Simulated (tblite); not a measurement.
**Molecular dynamics of C2H5AlBrCl2 (charge −1) (part 2 of 2)**

C2H5AlBrCl2, charge −1, SMILES ClC(Cl)[CH2][AlH2-][Br]; GFN2-xTB Langevin dynamics, gas phase (tblite 0.8.0). 

Geometry of the input (Å):
```
Cl -0.8594  0.4858  1.7574
C  -1.0689  -0.6037  0.3931
Cl -2.8811  -0.9431  0.2416
C  -0.4308  -0.0299  -0.8030
Al 1.3578  0.5622  0.1157
Br 2.9706  0.5110  -1.5264
H  -0.6632  -1.5720  0.6852
H  -0.9901  0.8590  -1.1324
H  -0.4812  -0.7561  -1.6247
H  1.2968  2.0575  0.6215
H  1.7711  -0.5600  1.1681
```

## Trajectory as extended XYZ, continued
```
11
Properties=species:S:1:pos:R:3:forces:R:3 step=4900 time_fs=7350.0 energy=-583.28798 temperature=63.5
Cl   -0.9078    1.8068    0.9083   -0.1760  -0.2330  -0.1250
C    -0.9865    0.0445    1.0011   -0.2610   0.0420   0.3760
Cl   -2.8326   -0.3996    1.2934    0.2760   0.1260  -0.0060
C    -0.3806   -0.5893   -0.1548    0.3200  -0.0570  -0.2520
Al    1.1267    0.8488   -0.4688    0.0470  -0.0570   0.3260
Br    2.4859   -0.2546   -1.9422    0.2550  -0.0890  -0.0910
H    -0.5527   -0.1833    1.9835   -0.0830  -0.2860  -0.3870
H    -0.9714   -0.4967   -1.0891   -0.1470   0.0440   0.3940
H    -0.1941   -1.6688   -0.0035   -0.2020   0.3550   0.1030
H     0.6823    2.1168   -1.3124    0.1030   0.0200   0.0590
H     1.8809    0.9520    0.9856   -0.1300   0.1350  -0.3970
11
Properties=species:S:1:pos:R:3:forces:R:3 step=5250 time_fs=7875.0 energy=-583.27984 temperature=93.0
Cl   -0.8777    1.3546    1.1308    0.1500  -0.2770   0.0160
C    -0.8641   -0.3825    0.6964   -0.6790   0.8040   0.7000
Cl   -2.5695   -0.9897    1.2345    0.1660  -0.0650  -0.1050
C    -0.5603   -0.5165   -0.7054    0.8360  -0.5720  -0.3060
Al    1.0908    0.7675   -0.9520    0.1870  -0.0630  -0.2620
Br    2.3081   -0.2188   -2.7330   -0.4150   0.3740   0.5370
H    -0.2260   -0.8896    1.4129    0.1770  -0.0050  -0.1230
H    -1.3890   -0.2346   -1.3441   -0.3250   0.1620  -0.1450
H    -0.3307   -1.5721   -0.9044   -0.1370  -0.1400  -0.1360
H     0.6247    2.2427   -1.2483    0.0210  -0.0620  -0.2580
H     2.0406    0.7347    0.3053    0.0180  -0.1560   0.0830
11
Properties=species:S:1:pos:R:3:forces:R:3 step=5600 time_fs=8400.0 energy=-583.29591 temperature=74.5
Cl   -0.6782    1.3720    1.1843   -0.0600   0.3390  -0.0760
C    -0.6547   -0.2324    0.5297   -0.1940  -0.4660   0.2710
Cl   -2.2905   -1.0759    1.0358    0.1110   0.1350   0.0630
C    -0.4141   -0.2806   -0.9084    1.2730  -0.5610   0.4480
Al    1.2064    1.0320   -1.0222   -0.0020  -0.0130  -0.2320
Br    2.1143    0.4930   -3.0785    0.0300   0.0740   0.0960
H     0.0649   -0.7814    1.1593   -0.2180  -0.0090  -0.4710
H    -1.1931    0.0869   -1.5427   -0.8710   0.2850  -0.1240
H    -0.2329   -1.3376   -1.1756   -0.1130   0.1640  -0.0800
H     0.7766    2.5372   -1.0633   -0.0140   0.0870  -0.0700
H     2.2394    0.6555    0.0949    0.0580  -0.0360   0.1750
11
Properties=species:S:1:pos:R:3:forces:R:3 step=5950 time_fs=8925.0 energy=-583.29924 temperature=70.5
Cl   -0.6746    1.4227    1.0827   -0.0350  -0.4920  -0.0760
C    -1.0810   -0.0989    0.2063   -0.9600   2.0200  -1.2160
Cl   -2.7734   -0.5513    0.6859    0.1660  -0.1560   0.1610
C    -0.9395    0.1856   -1.2645   -0.2310  -0.4720   0.3630
Al    0.8600    1.1700   -1.2203    0.3750   0.3760  -0.3460
Br    1.8431    0.8055   -3.3056   -0.1310   0.0430   0.3060
H    -0.4202   -0.8388    0.5346    0.7250  -1.0990   0.6560
H    -1.7690    0.8443   -1.6203    0.3380  -0.4780   0.1860
H    -1.0067   -0.7971   -1.7765   -0.2270   0.3680  -0.0360
H     0.6170    2.7456   -1.1265    0.0960  -0.1170  -0.0150
H     1.8606    0.4961   -0.1714   -0.1160   0.0070   0.0180
11
Properties=species:S:1:pos:R:3:forces:R:3 step=6300 time_fs=9450.0 energy=-583.29669 temperature=96.9
Cl   -0.3372    1.4973    1.0890   -0.0120  -0.3840  -0.1640
C    -1.2496    0.1773    0.2932    0.1370   0.3810  -0.4850
Cl   -2.9066    0.2556    1.0925   -0.1950  -0.1440  -0.1030
C    -1.1667    0.3586   -1.1704   -0.1640   0.4660  -0.1660
Al    0.8518    1.0536   -1.3023   -0.5010  -0.1380  -0.0250
Br    1.3842    0.6249   -3.4820    0.1400  -0.1660  -0.2870
H    -0.8531   -0.7799    0.5988    0.1440  -0.1460   0.3290
H    -1.7453    1.2880   -1.4541    0.2480  -0.7500   0.0460
H    -1.5684   -0.5099   -1.7568    0.0700   0.6100   0.6280
H     0.9071    2.5905   -1.2474    0.0110   0.5010   0.0960
H     1.8373    0.2839   -0.3713    0.1230  -0.2290   0.1310
11
Properties=species:S:1:pos:R:3:forces:R:3 step=6650 time_fs=9975.0 energy=-583.28143 temperature=97.3
Cl   -0.3677    0.9280    0.8805    0.0940  -0.0460   0.3070
C    -1.5641    0.2308   -0.1615   -0.3560   0.6480  -0.3570
Cl   -3.2852    0.5013    0.5064    0.0020   0.1650   0.2790
C    -1.3714    0.7438   -1.5105    0.9070   0.4690  -0.0860
Al    0.7389    0.3610   -1.5634   -0.3940   0.2600  -0.2870
Br    1.2584   -0.0387   -3.7762    0.0220   0.0800   0.0280
H    -1.5024   -0.8213   -0.1295    0.1740  -1.2460   0.2850
H    -1.4603    1.8370   -1.4945   -0.0750   0.1930  -0.0770
H    -2.1287    0.3784   -2.1823   -0.3510  -0.3150  -0.3640
H     1.5275    1.7225   -1.1601   -0.0770  -0.4240   0.0030
H     0.9749   -1.0895   -0.9332    0.0540   0.2150   0.2700
11
Properties=species:S:1:pos:R:3:forces:R:3 step=7000 time_fs=10500.0 energy=-583.29812 temperature=65.4
Cl   -0.2097    1.0013    0.5096   -0.4140  -0.3190  -0.4060
C    -1.4038    0.1220   -0.5077    0.5360  -0.6100   0.5610
Cl   -3.0524    0.2834    0.2972    0.2750   0.0130  -0.0610
C    -1.3469    0.5760   -1.9153   -0.5730   0.0470   0.5570
Al    0.7131    0.5763   -2.1464    0.3430  -0.0950  -0.2210
Br    1.1855    0.1154   -4.3665   -0.1120   0.1440   0.0880
H    -1.1705   -0.9740   -0.4062   -0.1310   0.9690   0.0200
H    -1.8594    1.5529   -1.9966    0.2940  -0.0150  -0.0200
H    -2.0189   -0.1330   -2.3972   -0.0370  -0.1500  -0.6790
H     1.3812    1.9466   -1.7583   -0.0590   0.1020  -0.0760
H     1.3651   -0.6863   -1.4518   -0.1230  -0.0860   0.2370
11
Properties=species:S:1:pos:R:3:forces:R:3 step=7350 time_fs=11025.0 energy=-583.26443 temperature=67.5
Cl   -0.0973    0.6572    0.7136   -0.0830  -0.0460  -0.4350
C    -1.2998    0.0556   -0.4309   -0.1380   0.4280  -0.0480
Cl   -2.9817    0.4772    0.3849    0.4130  -0.4950  -0.0930
C    -1.2010    0.6453   -1.7720    0.6330   0.0970   0.5830
Al    0.8621    0.3488   -2.0045   -0.2020   0.8770   0.5250
Br    1.1688    0.1280   -4.2216    0.1750  -0.1190  -0.7450
H    -1.1669   -1.0256   -0.4823   -0.5170   0.0170   0.4140
H    -1.3726    1.7308   -1.7270   -0.1090  -0.0580  -0.0780
H    -1.9585    0.1857   -2.3947   -0.2640  -0.0430  -0.2850
H     1.5555    1.7312   -1.5591   -0.0260  -0.2400  -0.0320
H     1.3433   -0.9362   -1.3057    0.1180  -0.4190   0.1950
11
Properties=species:S:1:pos:R:3:forces:R:3 step=7700 time_fs=11550.0 energy=-583.31277 temperature=104.0
Cl   -0.1929    0.2521    0.6269    0.2880  -0.1230   0.0770
C    -1.6546    0.0559   -0.3290    0.4920   1.8190   0.3770
Cl   -3.0127    0.5556    0.8356   -0.1500  -0.0930  -0.2270
C    -1.5099    0.8338   -1.5713   -0.7900  -0.1000  -0.5320
Al    0.4369    0.2276   -2.0534   -0.0300   0.4230  -0.1980
Br    0.6449    0.3542   -4.3507   -0.0390   0.0330   0.0820
H    -1.7983   -0.9671   -0.5095   -0.2870  -1.3200  -0.0860
H    -1.5729    1.9290   -1.4462    0.0700  -0.1920   0.3620
H    -2.3957    0.5754   -2.1974    0.3740   0.1100   0.0050
H     1.5804    1.1343   -1.4705    0.0120   0.1090   0.0090
H     0.4937   -1.2626   -1.7126    0.0590  -0.6680   0.1320
11
Properties=species:S:1:pos:R:3:forces:R:3 step=8050 time_fs=12075.0 energy=-583.30649 temperature=84.1
Cl   -0.1736    1.0303    0.4279   -0.5100  -0.3170   0.0560
C    -1.5364    0.2089   -0.4253    0.7540   0.0610  -0.0900
Cl   -3.0403    0.3762    0.5357   -0.1070  -0.0670   0.2940
C    -1.5932    0.8082   -1.7669   -0.1240   0.8950  -0.3960
Al    0.4557    0.7049   -2.1824    0.2350   0.0420   0.0460
Br    0.6272    0.3608   -4.4652    0.0090   0.0950   0.1540
H    -1.2819   -0.8587   -0.4535   -0.1850   0.2140   0.2060
H    -1.8628    1.9154   -1.6434   -0.0560  -1.1270  -0.3090
H    -2.3617    0.2926   -2.3848    0.1620   0.4290   0.3220
H     1.3130    2.0104   -1.7798   -0.1930  -0.1420  -0.2300
H     0.9892   -0.6431   -1.5209    0.0150  -0.0820  -0.0540
11
Properties=species:S:1:pos:R:3:forces:R:3 step=8400 time_fs=12600.0 energy=-583.31884 temperature=73.6
Cl   -0.6824    1.4000    0.4614    0.1890   0.2920  -0.0020
C    -1.8492    0.5062   -0.4673   -0.4860   0.1070   0.0550
Cl   -3.5150    0.8034    0.2995    0.0140   0.0020   0.0630
C    -1.7953    0.8034   -1.8982   -0.1440  -0.9650  -0.5820
Al    0.2530    0.7470   -2.1428    0.3860   0.5380   0.7640
Br    0.6916    0.2045   -4.2858    0.1050  -0.2140  -0.6100
H    -1.6785   -0.5352   -0.2668    0.0740  -0.5290   0.1660
H    -2.2625    1.7311   -2.1542   -0.1530   1.0430   0.0530
H    -2.4331    0.0642   -2.4374    0.2740  -0.0060   0.2400
H     0.8888    2.2247   -1.9365   -0.1600  -0.2700  -0.0070
H     0.8737   -0.3894   -1.1918   -0.1000   0.0010  -0.1390
```

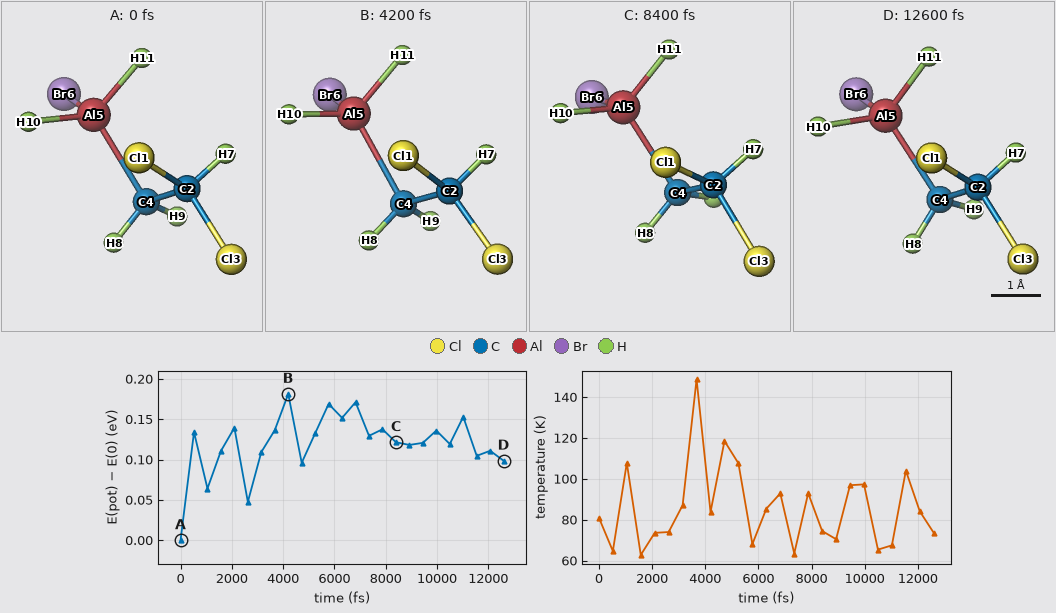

Fig. 1: Frames of the molecular dynamics (ball-and-stick, seen at a tilt) above the curves, on which the letters mark them. The trajectory kept here has 25 frames over 12600 fs. The temperature starts at 81 K, ranges from 63 to 149 K and averages 82 K over the second half. The potential energy ends 0.099 eV above its first value. After an unweighted best fit of the last frame on the first, the root-mean-square displacement is 0.06 Å, and Cl1 has moved furthest (0.11 Å).

## Key numbers

- outcome: finished
- mean temperature over the second half: 82 K
- trajectory: 25 frames kept, 12600 fs
- hardware: 1 CPU thread, shared host
- wall time: 94 s
- peak memory: 0.27 GiB
